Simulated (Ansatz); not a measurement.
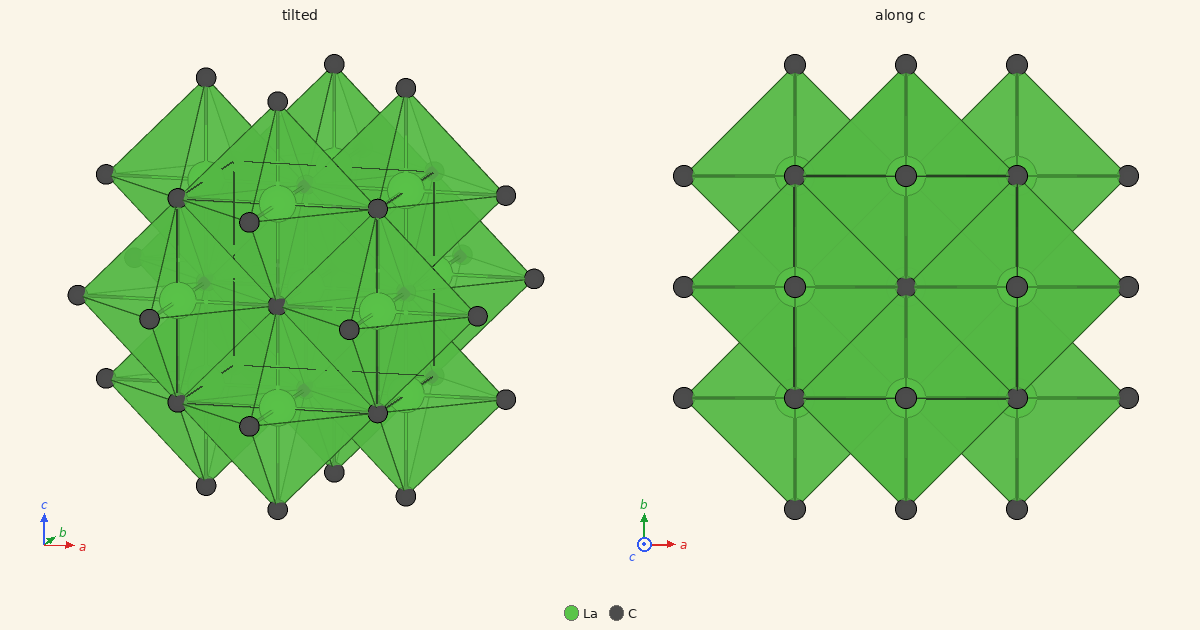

The figure gives a polyhedral picture of the atoms, viewed slightly off an axis and along the c axis. The parallelepiped is the conventional unit cell. Some atoms of the next cells are drawn as well.

LaC, rock salt (NaCl type), space group Fm-3m (No. 225), a = 5.433 Å, b = 5.433 Å, c = 5.433 Å, α = 90.00°, β = 90.00°, γ = 90.00°. The initial geometry was a structure type filled with these elements by a generator (whether the compound takes this form wasn't checked). Earlier steps of the study may have refined or changed the cell and positions. An electronic-structure calculation with Ansatz was run on it.

This one geometry was computed with Ansatz (DFT, plane waves, PAW) at five levels of theory: PBE with spin-orbit coupling, LDA, PBEsol, PBE and r2SCAN.

Which level gives the highest pressure at this volume, and what does that say about its equilibrium volume?

Answer. Highest: r2SCAN (0.5 GPa), which points to the largest equilibrium volume. Lowest, with the smallest volume: LDA (-5.7 GPa). Levels within 0.5 GPa of each other can't be told apart.

How does the band gap change with the level of theory?

Answer. All levels give a metal.

Collect the results in a table.

Answer.
| level | cutoff (eV) | k-mesh of the run's cell | gap (eV) | pressure (GPa) |
| --- | --- | --- | --- | --- |
| PBE with spin-orbit coupling | 420 | 12×12×12 | metal | -0.3 |
| LDA | 420 | 12×12×12 | metal | -5.7 |
| PBEsol | 420 | 12×12×12 | metal | -3.6 |
| PBE | 420 | 12×12×12 | metal | 0.0 |
| r2SCAN | 500 | 12×12×12 | metal | 0.5 |

Gaps are taken on the k-mesh or band path of each run.
